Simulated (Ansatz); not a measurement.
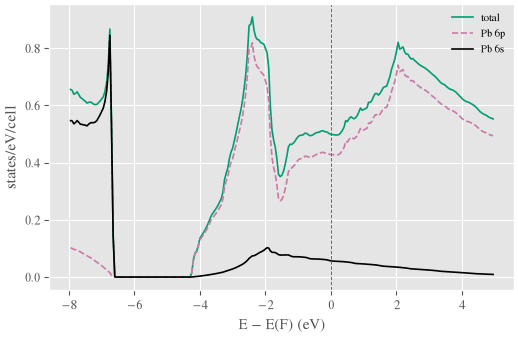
Total and projected density of states of Pb (fcc (Cu type), Fm-3m), the program Ansatz at the PBEsol level (PAW)

**Question.** Which orbitals carry the states next to the Fermi level?

**Answer.** Within 0.5 eV of the Fermi level: Pb 6p 86 %, Pb 6s 11 %. Projections are on Löwdin-orthogonalised atomic valence shells; empty p or d shells of many metals are not among them.

**Question.** Where is the tallest occupied peak in this window, and what makes it?

**Answer.** Near -2.4 eV, about 0.91 states/eV per cell; the largest projected share is Pb 6p.

Symmetry was held in the PBEsol relaxation. Scalar-relativistic: spin–orbit coupling is off unless named, which matters more the heavier the elements.

Potentials: the later of the program's two PAW sets.
